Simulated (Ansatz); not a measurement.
Consider OSSiZn.

Input

```
crystal:
  periodic: [false, false, false]
  atoms:
    - symbol: O
      position_ang: [-1.155273, 0.017445, 1.007585]
    - symbol: S
      position_ang: [0.497475, 0.059960, -1.478032]
    - symbol: Si
      position_ang: [-0.340811, 1.211429, 0.208576]
    - symbol: Zn
      position_ang: [-0.664061, -1.349024, -0.231699]
basis:
  gaussian: {orbitals: def2-TZVPD}
total_charge: 0
hamiltonian: {xc: pbe0}
output: {forces: true, orbitals: {seedname: orbitals}}
```

Launched as:

```sh
ansatz run input.yaml --threads 1 --pin off --max-ram 2610MiB --events-out events.jsonl --progress --plain --runs-dir runs
```

Geometry: PBE0-D3(BJ)/pcseg-1.

All numbers below come from Ansatz 0.2.0, isolated molecule in a Gaussian basis; Kohn-Sham density functional theory, functional PBE0.

Q: What can the converged electron density and electron localisation function tell about the bonding?

A: Si–O (1.65 Å): the density is about 1.2 e/Å³ at the midpoint; the ELF peaks at about 0.85 between the atoms (a shared but strongly polarised pair).
Zn–O (1.91 Å): the density is about 0.67 e/Å³ at the midpoint; the ELF peaks at about 0.85 in the valence shell of O, 0.6 Å from its nucleus, and is about 0.15 at the midpoint.
Si–S (2.21 Å): the density is about 0.73 e/Å³ at the midpoint, with its minimum of 0.59 e/Å³ about 0.8 Å from Si; the ELF peaks at about 0.85 between the atoms; a covalent bond.
Zn–S (2.21 Å): ρ is about 0.6 e/Å³ halfway; the ELF peaks at about 0.80 in the valence shell of S, 0.9 Å from its nucleus, and is about 0.50 at the midpoint.

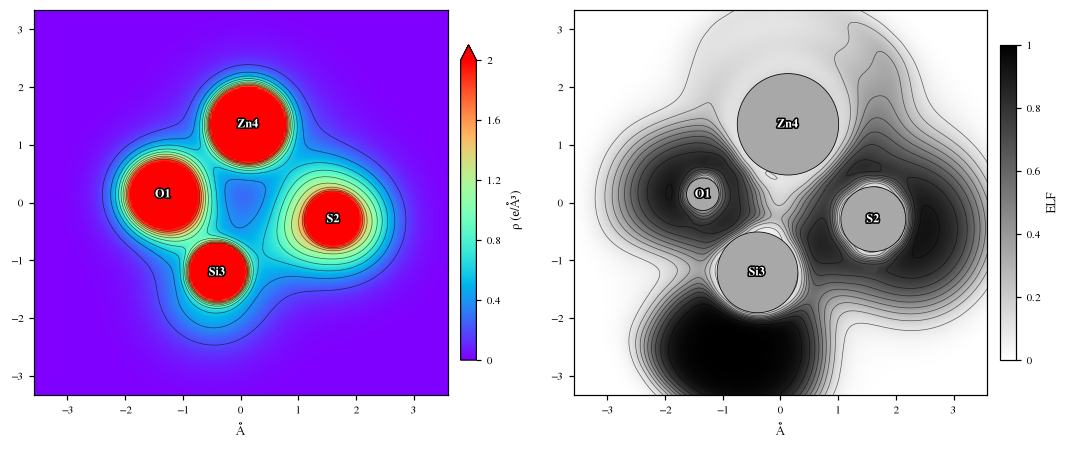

Computed electron density and electron localisation function on the molecular plane, in this order. Grey discs cover the atomic cores in the ELF map. 
